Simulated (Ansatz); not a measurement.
**UMP2/cc-pVTZ run of CaBr (SMILES [Ca][Br])**

Aim: the electronic atomisation energy of CaBr at UMP2/cc-pVTZ, from 3 runs. 

The calculation is run with Ansatz 0.2.0.

38 further runs of the same task are left out: 3 that didn't finish, 35 set aside as unsound or not needed.

## (1) The molecule

The species is CaBr (2 atoms), meant as a doublet with charge 0. SMILES: `[Ca][Br]`. The coordinates come from a PBE0-D4/def2-TZVP relaxation.

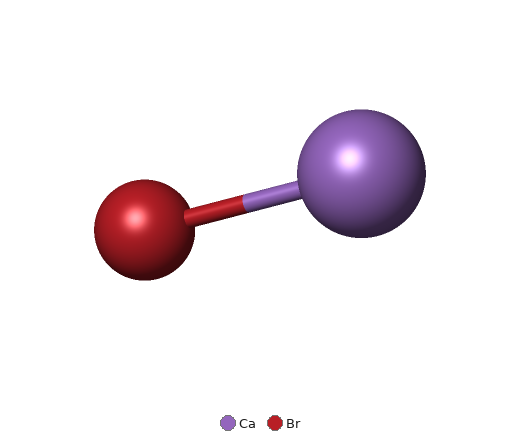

Viewed from a chosen angle; calcium purple, bromine red.

## (2) The energy at UMP2/cc-pVTZ

Input file job.yaml:

```yaml
crystal:
  periodic: [false, false, false]
  atoms:
    - {symbol: Ca, position_ang: [0.000000, -0.000000, 0.018570]}
    - {symbol: Br, position_ang: [-0.000000, 0.000000, 2.614140]}
basis:
  gaussian:
    orbitals: cc-pVTZ
magnetization:
  spin_polarized: true
  initial_magnetization: 1
correlation:
  method: mp2
  frozen_orbitals: {Br: 9, Ca: 5}
accuracy: high
```

Started as:

```console
$ ansatz run job.yaml --threads 1 --pin off --max-ram 3480MiB --events-out events.jsonl --progress --plain --runs-dir runs
```

The log of the run:

```text
Warning: RAYON_NUM_THREADS=1 ignored (pool sized by the plan → 1); use --threads N
Functional definition: HF
  name "HF"
  exchange = exact_x
  correlation = 0
1096 factors; integrals over basis functions are off by at most 4.3e-9 eV
mean field evaluation 1: about -88417.4865 eV, gradient 9.5e0 eV
mean field evaluation 2: about -88417.5592 eV, gradient 9.6e0 eV
mean field evaluation 4: about -88418.5610 eV, gradient 1.2e0 eV
mean field evaluation 8: about -88418.6184 eV, gradient 2.5e-1 eV
mean field evaluation 16: about -88418.6231 eV, gradient 1.1e-5 eV
mean field -88418.62310088 eV, -3249.3244666619 hartree, gradient 8.7e-8 eV, S^2 0.750465; 0 other end points of the search recorded, 0 dependent functions left out
14 core orbitals not correlated: weight in the atoms' cores, before any rotation towards them, 1.000 or more for the frozen orbitals, at most 0.000 for the correlated occupied ones
reference -88418.62310088 eV, -3249.3244666619 hartree; 14, 13 occupied and 58, 59 virtual orbitals, 1096 factors
second order -10.79754811 eV of doubles, -0.00000000 eV of singles
Total energy: -88429.42064898 eV, -3249.7212692360 hartree
```

It took 3.9 s on 1 thread of Arm Neoverse V1, shared host; peak memory 0.23 GiB.

## (3) The Br atom at the same level

Input file job.yaml:

```yaml
crystal:
  periodic: [false, false, false]
  atoms:
    - {symbol: Br, position_ang: [0.000000, 0.000000, 0.000000]}
basis:
  gaussian:
    orbitals: cc-pVTZ
correlation:
  method: mp2
  frozen_orbitals: {Br: 9}
magnetization:
  spin_polarized: true
  initial_magnetization: 1
accuracy: high
```

Run the same way, it converges to -2572.63945 Eh (log not shown).

## (4) The Ca atom

Input file job.yaml:

```yaml
crystal:
  periodic: [false, false, false]
  atoms:
    - symbol: Ca
      position_ang: [0.000000, 0.000000, 0.000000]
basis:
  gaussian: {orbitals: cc-pVTZ}
correlation: {method: mp2, frozen_orbitals: {Ca: 5}}
accuracy: high
```

Run the same way, it converges to -676.94319 Eh (log not shown).

## (5) Summary of results

At UMP2/cc-pVTZ, 14 core orbitals frozen:

```
                                              quantity           value
                                molecule: total energy  -3249.72127 Eh
molecule: correlation energy (14 core orbitals frozen)      -396.8 mEh
           molecule: ⟨S²⟩ of the reference determinant           0.750
                                 Br atom: total energy  -2572.63945 Eh
  Br atom: correlation energy (9 core orbitals frozen)      -194.4 mEh
            Br atom: ⟨S²⟩ of the reference determinant           0.759
                                 Ca atom: total energy   -676.94319 Eh
  Ca atom: correlation energy (5 core orbitals frozen)      -185.3 mEh
                         electronic atomisation energy        3.772 eV
```

**Reading.** Taking the molecule apart into free atoms costs 3.77 eV (87 kcal/mol), before zero-point energy and without spin-orbit coupling. The restricted solution (Ca atom) is unstable to spin breaking: an unrestricted one lies lower.
